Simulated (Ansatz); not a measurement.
System: H₈N₄Si.

The calculation's input:

```
crystal:
  periodic: [false, false, false]
  atoms:
    - { symbol: Si, position_ang: [0.0, 0.0, 0.0] }
    - { symbol: "N", position_ang: [0.0, 0.0, 1.82] }
    - { symbol: H, position_ang: [-0.877, -0.2713, 2.35] }
    - { symbol: H, position_ang: [0.877, 0.2713, 2.35] }
    - { symbol: "N", position_ang: [1.7163, 0.0, -0.6061] }
    - { symbol: H, position_ang: [2.2145, -0.918, -0.7868] }
    - { symbol: H, position_ang: [2.2175, 0.918, -0.7783] }
    - { symbol: "N", position_ang: [-0.8572, 1.4851, -0.6061] }
    - { symbol: H, position_ang: [-1.8773, 1.43, -0.8888] }
    - { symbol: H, position_ang: [-0.3367, 2.4058, -0.6766] }
    - { symbol: "N", position_ang: [-0.8572, -1.4851, -0.6061] }
    - { symbol: H, position_ang: [-1.3922, -2.1014, 0.0704] }
    - { symbol: H, position_ang: [-0.8219, -1.7344, -1.6357] }
basis:
  gaussian: { orbitals: "6-31G" }
hamiltonian:
  xc: lda
relax:
  f_tol: 0.02
  max_steps: 40
output:
  orbitals: {}
```

Launched as:

```sh
ansatz run input.yaml --threads 1 --pin off --max-ram 2048MiB --backend cpu --events-out ev --progress --plain --runs-dir out
```

The fields are those of the relaxed geometry.

Method: RKS LDA/6-31G (Ansatz 0.2.0).

### Predict the electron density and electron localisation function between the atoms.

Si–N (1.75 Å): the density is about 0.91 e/Å³ at the midpoint; the ELF peaks at about 0.90 between the atoms: a shared but strongly polarised pair.

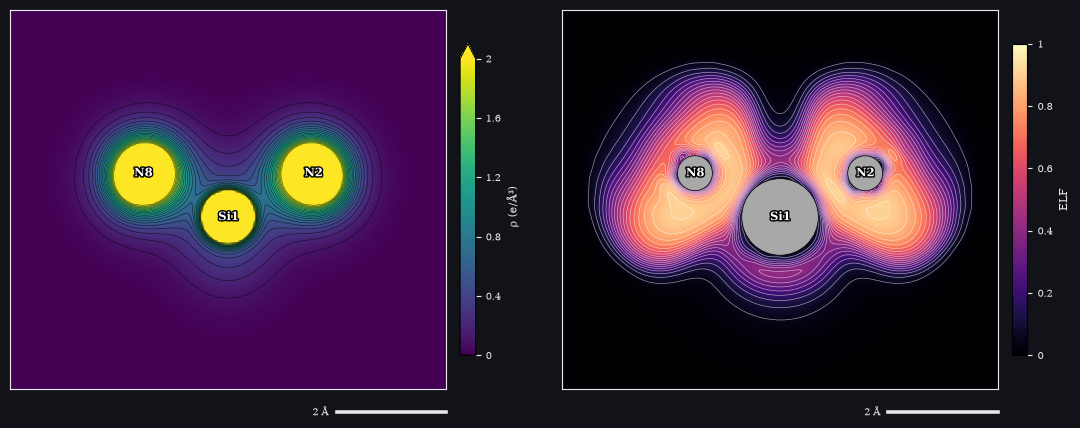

Computed electron density and electron localisation function on the plane of atoms N2, Si1 and N8, in this order. Grey discs cover the atomic cores in the ELF map. 
